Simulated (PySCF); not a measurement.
# NH3S (Thiohydroxylamine): B3LYP/STO-6G

What is the energy change on altering one bond length of NH3S (Thiohydroxylamine) at B3LYP/STO-6G? The job is set up through a Python script.

The results are computed with PySCF 2.14.0.

11 further runs of the same task are left out: 11 set aside as unsound or not needed.

## (1) The molecule

The species is NH3S (5 atoms), meant as a singlet with charge 0. SMILES: `NS`. The shape is that of a GFN2-xTB optimisation. This is one conformer, not always the lowest.

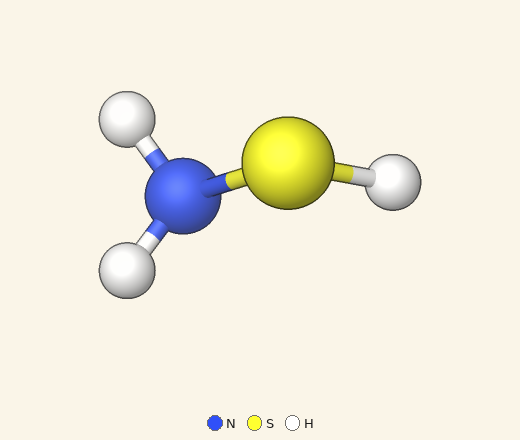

The structure, seen from a chosen angle (nitrogen blue, sulfur yellow, hydrogen white).

## (2) The energy at B3LYP/STO-6G

File input.py:

```python
# Thiohydroxylamine
from pyscf import gto, dft

mol = gto.Mole()
mol.atom = '''
N     -0.307572    -0.958847    -0.437850
S      0.317984     1.803498     1.153357
H      0.028421    -2.457948     0.709460
H     -2.146710    -0.991577    -0.981165
H      2.107876     2.604874    -0.443821
'''
mol.basis = 'sto-6g'
mol.verbose = 3
mol.unit = 'bohr'
mol.max_memory = 1860
mol.build()

mf = dft.RKS(mol)
mf.xc = 'b3lyp'
mf.grids.level = 5
mf.conv_tol = 1e-10
mf.kernel()
if not mf.converged:
    mf = mf.newton().run(mf.mo_coeff, mf.mo_occ)

e_final = mf.e_tot
print(f'total energy: {e_final:.8f} hartree')
```

Launch:

```console
$ OMP_NUM_THREADS=1 python input.py
```

Output:

```text
converged SCF energy = -453.107995616851
total energy: -453.10799562 hartree
```

Wall time 2.6 s (1 thread of Intel Xeon Platinum 8488C (Sapphire Rapids), shared host); peak memory 0.19 GiB.

## (3) The distorted shape, same level

File input.xyz:

```xyz
5

N     -0.636346    -0.719435     0.190896
S     -0.305316     0.742335     1.032926
H     -0.458546    -1.512725     0.798026
H     -1.609576    -0.736755    -0.096614
H      1.115440     1.378440    -0.234860
```

File calc.py:

```python
from pyscf import gto, dft

mol = gto.M(
    atom='input.xyz',
    max_memory=1860,
    basis='sto-6g',
    charge=0,
    verbose=4,
    spin=0,
)

ks = dft.RKS(mol)
ks.xc = 'b3lyp'
ks.conv_tol = 1e-10
ks.grids.level = 5
ks.kernel()
if not ks.converged:
    ks = ks.newton().run(ks.mo_coeff, ks.mo_occ)

e_tot = ks.e_tot
print(f'total energy: {e_tot:.8f} hartree')
```

Launch:

```console
$ OMP_NUM_THREADS=1 python calc.py
```

Output:

```text
PySCF version 2.14.0

[... 71 lines left out ...]
converged SCF energy = -453.018767229033
total energy: -453.01876723 hartree
```

Wall time 2.8 s (1 thread of Intel Xeon Platinum 8488C (Sapphire Rapids), shared host); peak memory 0.19 GiB.

## (4) Summary of results

Level: B3LYP/STO-6G.

```
                                                         quantity          value
                                        first shape: total energy  -453.10800 Eh
                                       first shape: dipole moment         0.86 D
                                         first shape: HOMO energy       -3.50 eV
                                         first shape: LUMO energy        5.87 eV
                                       first shape: HOMO–LUMO gap        9.37 eV
                                    distorted shape: total energy  -453.01877 Eh
                                   distorted shape: dipole moment         1.86 D
                                     distorted shape: HOMO energy       -3.37 eV
                                     distorted shape: LUMO energy        1.41 eV
                                   distorted shape: HOMO–LUMO gap        4.78 eV
energy change with the S2–H5 bond stretched from 1.338 to 2.008 Å       2.428 eV
```

In words: With the S2–H5 bond stretched from 1.338 to 2.008 Å the energy rises by 2.43 eV (56 kcal/mol). The first shape isn't relaxed at this level, so the change isn't measured from a minimum. The minimal basis adds a large error of its own. Mulliken charges (first shape) run from -0.50 on N1 to +0.18 on H3.
